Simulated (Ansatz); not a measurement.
**Run report: Ge₁₆F, molecular dynamics (part 5 of 5)**

Continued. System: Ge₁₆F (defect cell, 17 atoms in the cell). Method: DFT LDA, scalar-relativistic, plane waves, PAW, no spin polarisation (Ansatz 0.2.0); cutoff 420 eV, 2×2×2 k-mesh, Fermi–Dirac smearing of 0.15 eV. It belongs to a series of runs on one base structure; here: dynamics from the start.

Geometry of the input (Å; fractional positions):
```
0.0000  5.6600  5.6600
5.6600  0.0000  5.6600
5.6600  5.6600  0.0000
Ge 0.0145  -0.0050  -0.0048
Ge 0.1366  0.1208  0.1211
Ge 0.0103  -0.0020  0.4957
Ge 0.1366  0.1207  0.6214
Ge 0.0103  0.4954  -0.0015
Ge 0.1366  0.6212  0.1209
Ge 0.0101  0.4953  0.4955
Ge 0.1343  0.6215  0.6219
Ge 0.5103  -0.0050  -0.0048
Ge 0.6364  0.1210  0.1212
Ge 0.5103  -0.0050  0.4992
Ge 0.6356  0.1216  0.6213
Ge 0.5103  0.4990  -0.0048
Ge 0.6356  0.6211  0.1218
Ge 0.5099  0.4964  0.4967
Ge 0.6355  0.6211  0.6213
F  -0.1129  0.3708  0.3710
```

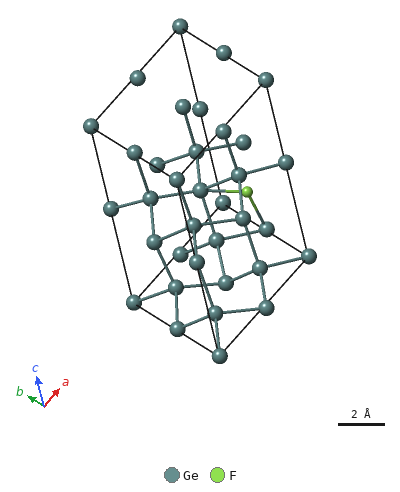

*The geometry at step 133 of the log (ball-and-stick view of the cell of the calculation, seen slightly off an axis).*

**Trajectory as extended XYZ, continued**
```
17
Lattice="0.0000 5.6600 5.6600 5.6600 0.0000 5.6600 5.6600 5.6600 0.0000" Properties=species:S:1:pos:R:3:forces:R:3 step=112 time_fs=224.0 energy=-68241.27182 temperature=632.3
Ge   -0.0380    0.1034   -0.0261    0.4876  -1.2331   1.4424
Ge    1.3424    1.6506    1.2016    0.2915  -0.8833   0.7084
Ge    3.1297    2.9926    0.1861   -0.0296  -0.1326   0.1837
Ge    4.3325    4.4008    1.7585    0.6956  -0.0396  -0.3770
Ge    2.8979    0.0222    2.7030   -0.4007   0.7341   0.1128
Ge    4.2337    1.3834    4.3808   -1.7956   0.4302  -1.0068
Ge    5.7551    2.8349    3.2188   -0.3871   0.3826  -0.9774
Ge    7.2091    4.2400    4.4829    0.1516   0.7289  -0.5707
Ge   -0.2346    2.7792    2.6103    0.5529   0.4789   0.2458
Ge    1.1518    4.2080    4.1675    0.4392  -0.1826  -0.0575
Ge    2.6894    5.7079    2.9384    0.3684   0.2889   0.5655
Ge    4.2975    7.2001    4.3045   -1.0514  -0.3737  -0.8600
Ge    2.6237    2.7986    5.6448   -0.6793  -0.6619  -0.3497
Ge    4.0820    4.1692    6.8522    0.3721   0.8649   0.3656
Ge    5.6042    5.7065    5.5787    0.5391  -0.4622   1.0669
Ge    6.9025    7.0735    7.2517    0.1732   0.0871  -0.7789
F     3.9856    1.3935    1.3750    0.2725  -0.0265   0.2869
17
Lattice="0.0000 5.6600 5.6600 5.6600 0.0000 5.6600 5.6600 5.6600 0.0000" Properties=species:S:1:pos:R:3:forces:R:3 step=116 time_fs=232.0 energy=-68241.16546 temperature=581.0
Ge   -0.0396    0.1060   -0.0374    0.5860  -1.2370   1.4786
Ge    1.3561    1.6332    1.2406    0.2210  -0.8199   0.5671
Ge    3.1259    3.0130    0.1898   -0.4755  -0.4300  -0.2267
Ge    4.3009    4.3788    1.7259    1.1239   0.1400  -0.0391
Ge    2.8687    0.0221    2.6736   -0.2184   0.7283   0.3788
Ge    4.2428    1.4260    4.4009   -2.0552   0.0397  -1.1647
Ge    5.7494    2.8111    3.2136   -0.2252   0.7296  -1.0722
Ge    7.1862    4.2479    4.4867    0.2788   0.6292  -0.6312
Ge   -0.2257    2.7829    2.6317    0.4136   0.5279   0.0456
Ge    1.1812    4.1954    4.1733    0.1634   0.0349  -0.1547
Ge    2.7155    5.6899    2.9482    0.1954   0.5405   0.4949
Ge    4.3008    7.2035    4.3227   -1.0324  -0.3226  -1.0178
Ge    2.6203    2.8217    5.6434   -0.7620  -0.9656  -0.3284
Ge    4.0770    4.1628    6.8249    0.6822   0.9224   0.8147
Ge    5.6091    5.7203    5.6014    0.4959  -0.5093   0.9205
Ge    6.9114    7.0761    7.2467    0.3489  -0.0425  -0.6022
F     3.9824    1.3171    1.2512    0.2596   0.0344   0.5369
17
Lattice="0.0000 5.6600 5.6600 5.6600 0.0000 5.6600 5.6600 5.6600 0.0000" Properties=species:S:1:pos:R:3:forces:R:3 step=119 time_fs=238.0 energy=-68241.11217 temperature=555.2
Ge   -0.0377    0.1011   -0.0376    0.4958  -1.0726   1.3300
Ge    1.3677    1.6156    1.2731    0.1511  -0.6964   0.4147
Ge    3.1206    3.0260    0.1916   -0.8373  -0.6439  -0.5526
Ge    4.2832    4.3630    1.7012    1.3865   0.3104   0.2404
Ge    2.8454    0.0261    2.6536   -0.0874   0.6120   0.5791
Ge    4.2383    1.4584    4.4096   -1.9680  -0.3441  -1.1003
Ge    5.7437    2.7972    3.2038   -0.1041   0.9335  -1.0830
Ge    7.1705    4.2574    4.4860    0.3838   0.5291  -0.6748
Ge   -0.2167    2.7885    2.6481    0.3129   0.5259  -0.0883
Ge    1.2043    4.1861    4.1769   -0.0569   0.2136  -0.2293
Ge    2.7362    5.6793    2.9584    0.0899   0.6691   0.4029
Ge    4.2976    7.2042    4.3308   -0.9202  -0.3175  -1.0641
Ge    2.6136    2.8338    5.6405   -0.7250  -1.0877  -0.2309
Ge    4.0768    4.1631    6.8087    0.8061   0.8620   1.0650
Ge    5.6155    5.7279    5.6235    0.4104  -0.4763   0.6995
Ge    6.9200    7.0780    7.2395    0.4657  -0.1185  -0.4266
F     3.9855    1.2603    1.1693    0.1968   0.1014   0.7183
17
Lattice="0.0000 5.6600 5.6600 5.6600 0.0000 5.6600 5.6600 5.6600 0.0000" Properties=species:S:1:pos:R:3:forces:R:3 step=123 time_fs=246.0 energy=-68241.08732 temperature=543.1
Ge   -0.0315    0.0869   -0.0283    0.2449  -0.7049   0.9908
Ge    1.3841    1.5871    1.3194   -0.0151  -0.4061   0.1204
Ge    3.1071    3.0384    0.1896   -1.2446  -0.8621  -0.8853
Ge    4.2700    4.3445    1.6701    1.5958   0.5135   0.5633
Ge    2.8139    0.0357    2.6314    0.1407   0.3129   0.8924
Ge    4.2180    1.4986    4.4131   -1.5567  -0.8897  -0.9236
Ge    5.7355    2.7857    3.1826    0.0004   1.0880  -1.0062
Ge    7.1525    4.2739    4.4800    0.4978   0.3901  -0.7398
Ge   -0.2024    2.8000    2.6693    0.1911   0.4659  -0.2264
Ge    1.2345    4.1753    4.1798   -0.3430   0.4576  -0.3124
Ge    2.7644    5.6702    2.9749   -0.0072   0.7339   0.2258
Ge    4.2866    7.2028    4.3336   -0.6655  -0.3229  -1.0267
Ge    2.5993    2.8419    5.6351   -0.5242  -1.0760   0.0104
Ge    4.0826    4.1697    6.7951    0.7770   0.6286   1.2463
Ge    5.6270    5.7345    5.6580    0.2594  -0.3747   0.3002
Ge    6.9349    7.0795    7.2268    0.5779  -0.1764  -0.1480
F     3.9949    1.1879    1.0810    0.0711   0.2224   0.9188
17
Lattice="0.0000 5.6600 5.6600 5.6600 0.0000 5.6600 5.6600 5.6600 0.0000" Properties=species:S:1:pos:R:3:forces:R:3 step=126 time_fs=252.0 energy=-68241.09428 temperature=546.5
Ge   -0.0254    0.0721   -0.0156    0.0382  -0.3936   0.7000
Ge    1.3964    1.5633    1.3549   -0.2203  -0.0902  -0.1757
Ge    3.0902    3.0430    0.1834   -1.4152  -0.9361  -0.9793
Ge    4.2690    4.3333    1.6498    1.6028   0.5840   0.7041
Ge    2.7910    0.0449    2.6197    0.3777  -0.0069   1.1670
Ge    4.1939    1.5241    4.4105   -1.1088  -1.2426  -0.8125
Ge    5.7292    2.7830    3.1611    0.0143   1.1048  -0.8812
Ge    7.1417    4.2886    4.4714    0.5394   0.2947  -0.7867
Ge   -0.1906    2.8112    2.6840    0.1072   0.3787  -0.2936
Ge    1.2554    4.1697    4.1804   -0.5284   0.6298  -0.3432
Ge    2.7856    5.6674    2.9885   -0.0570   0.6959   0.0506
Ge    4.2746    7.1999    4.3301   -0.4212  -0.3020  -0.9216
Ge    2.5856    2.8419    5.6310   -0.2862  -0.9444   0.2364
Ge    4.0913    4.1783    6.7918    0.6216   0.3649   1.2775
Ge    5.6371    5.7373    5.6857    0.1436  -0.2869  -0.0355
Ge    6.9492    7.0796    7.2164    0.6168  -0.1874   0.0845
F     4.0037    1.1382    1.0340   -0.0244   0.3372   1.0092
17
Lattice="0.0000 5.6600 5.6600 5.6600 0.0000 5.6600 5.6600 5.6600 0.0000" Properties=species:S:1:pos:R:3:forces:R:3 step=130 time_fs=260.0 energy=-68241.11936 temperature=558.6
Ge   -0.0172    0.0496    0.0063   -0.1823  -0.0062   0.3233
Ge    1.4109    1.5313    1.4006   -0.5882   0.4222  -0.6413
Ge    3.0573    3.0423    0.1679   -1.3957  -0.8928  -0.8543
Ge    4.2792    4.3226    1.6279    1.3751   0.5149   0.7049
Ge    2.7635    0.0566    2.6129    0.7709  -0.5040   1.5474
Ge    4.1540    1.5486    4.4010   -0.4439  -1.5641  -0.7426
Ge    5.7210    2.7876    3.1261   -0.0415   1.0048  -0.6417
Ge    7.1313    4.3102    4.4540    0.5193   0.1855  -0.8236
Ge   -0.1740    2.8289    2.7013   -0.0007   0.2169  -0.3363
Ge    1.2792    4.1671    4.1785   -0.6994   0.8134  -0.3119
Ge    2.8134    5.6688    3.0069   -0.1187   0.5350  -0.2331
Ge    4.2556    7.1940    4.3186   -0.0608  -0.2036  -0.6745
Ge    2.5655    2.8352    5.6275    0.0726  -0.6480   0.5026
Ge    4.1072    4.1922    6.7968    0.3074  -0.0255   1.2214
Ge    5.6516    5.7389    5.7222    0.0007  -0.1830  -0.4664
Ge    6.9729    7.0785    7.2033    0.5946  -0.1743   0.4031
F     4.0146    1.0818    0.9999   -0.1094   0.5088   1.0230
17
Lattice="0.0000 5.6600 5.6600 5.6600 0.0000 5.6600 5.6600 5.6600 0.0000" Properties=species:S:1:pos:R:3:forces:R:3 step=133 time_fs=266.0 energy=-68241.14347 temperature=570.2
Ge   -0.0119    0.0326    0.0246   -0.2831   0.2480   0.0601
Ge    1.4186    1.5094    1.4315   -0.8742   0.8012  -0.9895
Ge    3.0248    3.0367    0.1515   -1.2053  -0.7778  -0.6117
Ge    4.2947    4.3175    1.6154    1.0374   0.3597   0.5813
Ge    2.7470    0.0629    2.6162    1.0713  -0.8513   1.7798
Ge    4.1213    1.5585    4.3897    0.0350  -1.6788  -0.7300
Ge    5.7145    2.7967    3.0961   -0.1041   0.8509  -0.4241
Ge    7.1264    4.3275    4.4364    0.4483   0.1109  -0.8154
Ge   -0.1616    2.8434    2.7125   -0.0796   0.0750  -0.3379
Ge    1.2933    4.1695    4.1754   -0.7524   0.8937  -0.2210
Ge    2.8336    5.6728    3.0196   -0.1764   0.3449  -0.4704
Ge    4.2408    7.1883    4.3062    0.2147  -0.0715  -0.4126
Ge    2.5506    2.8264    5.6275    0.3290  -0.3703   0.6134
Ge    4.1210    4.2026    6.8074    0.0490  -0.2859   1.1309
Ge    5.6626    5.7391    5.7471   -0.1049  -0.1162  -0.7357
Ge    6.9940    7.0767    7.1956    0.5161  -0.1602   0.6276
F     4.0207    1.0501    0.9962   -0.1208   0.6278   0.9551
17
Lattice="0.0000 5.6600 5.6600 5.6600 0.0000 5.6600 5.6600 5.6600 0.0000" Properties=species:S:1:pos:R:3:forces:R:3 step=136 time_fs=272.0 energy=-68241.17647 temperature=586.2
Ge   -0.0079    0.0167    0.0433   -0.3274   0.4741  -0.1884
Ge    1.4222    1.4914    1.4577   -1.0815   1.0795  -1.2665
Ge    2.9865    3.0275    0.1322   -0.9098  -0.6324  -0.3108
Ge    4.3151    4.3141    1.6056    0.5926   0.1680   0.3933
Ge    2.7356    0.0651    2.6280    1.3008  -1.0823   1.8852
Ge    4.0887    1.5604    4.3749    0.4511  -1.6863  -0.7139
Ge    5.7076    2.8098    3.0642   -0.1473   0.6369  -0.1849
Ge    7.1236    4.3453    4.4150    0.3351   0.0309  -0.7635
Ge   -0.1495    2.8583    2.7221   -0.1534  -0.0693  -0.3166
Ge    1.3038    4.1762    4.1713   -0.7391   0.9120  -0.0741
Ge    2.8530    5.6785    3.0299   -0.2477   0.1146  -0.7105
Ge    4.2271    7.1823    4.2918    0.4773   0.0994  -0.0995
Ge    2.5373    2.8158    5.6304    0.5587  -0.0748   0.6174
Ge    4.1351    4.2117    6.8234   -0.1906  -0.4752   1.0088
Ge    5.6730    5.7388    5.7685   -0.2194  -0.0527  -0.9302
Ge    7.0175    7.0741    7.1909    0.3826  -0.1558   0.8190
F     4.0245    1.0298    1.0098   -0.0821   0.7135   0.8353
17
Lattice="0.0000 5.6600 5.6600 5.6600 0.0000 5.6600 5.6600 5.6600 0.0000" Properties=species:S:1:pos:R:3:forces:R:3 step=140 time_fs=280.0 energy=-68241.24597 temperature=619.8
Ge   -0.0050   -0.0007    0.0666   -0.3178   0.7373  -0.4989
Ge    1.4190    1.4753    1.4831   -1.1099   1.1642  -1.4222
Ge    2.9291    3.0105    0.1044   -0.4441  -0.4447   0.0737
Ge    4.3463    4.3107    1.5954   -0.0914  -0.0551   0.1046
Ge    2.7301    0.0601    2.6576    1.3895  -1.0858   1.7029
Ge    4.0488    1.5504    4.3500    0.8744  -1.5327  -0.6243
Ge    5.6974    2.8318    3.0204   -0.1323   0.2646   0.1586
Ge    7.1223    4.3693    4.3808    0.1268  -0.1096  -0.6038
Ge   -0.1347    2.8775    2.7325   -0.2321  -0.2432  -0.2533
Ge    1.3123    4.1918    4.1654   -0.6381   0.8399   0.1778
Ge    2.8769    5.6867    3.0383   -0.3482  -0.2109  -0.9928
Ge    4.2126    7.1752    4.2722    0.7756   0.3479   0.3517
Ge    2.5239    2.8014    5.6387    0.8271   0.2980   0.4626
Ge    4.1523    4.2203    6.8521   -0.4477  -0.5810   0.7964
Ge    5.6852    5.7379    5.7902   -0.3880   0.0334  -1.0489
Ge    7.0516    7.0694    7.1908    0.1265  -0.1725   0.9871
F     4.0277    1.0231    1.0511    0.0297   0.7503   0.6286
17
Lattice="0.0000 5.6600 5.6600 5.6600 0.0000 5.6600 5.6600 5.6600 0.0000" Properties=species:S:1:pos:R:3:forces:R:3 step=143 time_fs=286.0 energy=-68241.30961 temperature=650.5
Ge   -0.0046   -0.0098    0.0815   -0.2832   0.9005  -0.7095
Ge    1.4105    1.4696    1.4944   -0.9246   0.9984  -1.3541
Ge    2.8834    2.9953    0.0837   -0.0975  -0.3252   0.2954
Ge    4.3694    4.3079    1.5884   -0.6146  -0.1543  -0.1149
Ge    2.7336    0.0503    2.6894    1.2796  -0.8521   1.2840
Ge    4.0236    1.5344    4.3277    1.0989  -1.2941  -0.4692
Ge    5.6889    2.8500    2.9882   -0.0570  -0.0694   0.4268
Ge    7.1221    4.3867    4.3517   -0.0723  -0.2597  -0.3988
Ge   -0.1247    2.8906    2.7389   -0.2659  -0.3473  -0.1778
Ge    1.3151    4.2082    4.1619   -0.5236   0.7254   0.3727
Ge    2.8929    5.6919    3.0392   -0.4004  -0.4263  -1.1363
Ge    4.2058    7.1717    4.2592    0.9308   0.5062   0.6671
Ge    2.5183    2.7921    5.6476    1.0010   0.5241   0.2655
Ge    4.1628    4.2236    6.8781   -0.5828  -0.5491   0.5973
Ge    5.6922    5.7374    5.8006   -0.5126   0.0986  -1.0320
Ge    7.0779    7.0650    7.1962   -0.1073  -0.1924   1.0207
F     4.0305    1.0340    1.0960    0.1314   0.7167   0.4631
17
Lattice="0.0000 5.6600 5.6600 5.6600 0.0000 5.6600 5.6600 5.6600 0.0000" Properties=species:S:1:pos:R:3:forces:R:3 step=147 time_fs=294.0 energy=-68241.36836 temperature=678.8
Ge   -0.0062   -0.0152    0.0959   -0.2413   1.0492  -0.9362
Ge    1.3925    1.4692    1.4995   -0.5077   0.5954  -1.0828
Ge    2.8219    2.9726    0.0585    0.3158  -0.1863   0.4672
Ge    4.3954    4.3031    1.5781   -1.2433  -0.1836  -0.3978
Ge    2.7477    0.0312    2.7406    0.9915  -0.3704   0.4138
Ge    3.9982    1.5037    4.2948    1.3215  -0.8112  -0.1200
Ge    5.6774    2.8733    2.9488    0.1069  -0.5473   0.7712
Ge    7.1211    4.4077    4.3103   -0.3992  -0.5326  -0.0029
Ge   -0.1135    2.9055    2.7462   -0.2644  -0.4413  -0.0392
Ge    1.3151    4.2354    4.1600   -0.3494   0.5168   0.5860
Ge    2.9114    5.6955    3.0320   -0.3908  -0.6138  -1.1780
Ge    4.2038    7.1709    4.2470    1.0033   0.6106   0.9853
Ge    2.5184    2.7837    5.6612    1.1732   0.7080  -0.0188
Ge    4.1725    4.2240    6.9171   -0.6830  -0.3899   0.2811
Ge    5.6977    5.7376    5.8069   -0.6435   0.1809  -0.8937
Ge    7.1121    7.0576    7.2108   -0.4360  -0.1946   0.9084
F     4.0383    1.0685    1.1684    0.2463   0.6101   0.2563
17
Lattice="0.0000 5.6600 5.6600 5.6600 0.0000 5.6600 5.6600 5.6600 0.0000" Properties=species:S:1:pos:R:3:forces:R:3 step=150 time_fs=300.0 energy=-68241.36855 temperature=678.9
Ge   -0.0088   -0.0135    0.1016   -0.2366   1.0908  -1.0436
Ge    1.3760    1.4724    1.4972   -0.1741   0.2726  -0.8169
Ge    2.7773    2.9544    0.0420    0.5805  -0.0833   0.5026
Ge    4.4082    4.2985    1.5683   -1.6082  -0.1539  -0.5926
Ge    2.7638    0.0146    2.7818    0.7455  -0.0261  -0.3648
Ge    3.9865    1.4759    4.2693    1.4697  -0.3354   0.2403
Ge    5.6692    2.8880    2.9233    0.2414  -0.8810   0.9848
Ge    7.1182    4.4207    4.2790   -0.6814  -0.7737   0.3626
Ge   -0.1065    2.9143    2.7514   -0.2246  -0.4762   0.0866
Ge    1.3131    4.2588    4.1618   -0.2132   0.3339   0.6841
Ge    2.9230    5.6949    3.0200   -0.3057  -0.6564  -1.0725
Ge    4.2078    7.1736    4.2432    0.9410   0.5788   1.1155
Ge    2.5249    2.7812    5.6715    1.2308   0.7422  -0.1935
Ge    4.1759    4.2220    6.9480   -0.7001  -0.2189   0.0173
Ge    5.6983    5.7387    5.8067   -0.6942   0.2332  -0.7319
Ge    7.1354    7.0510    7.2268   -0.6660  -0.1528   0.6979
F     4.0491    1.1076    1.2285    0.2951   0.5061   0.1243
```
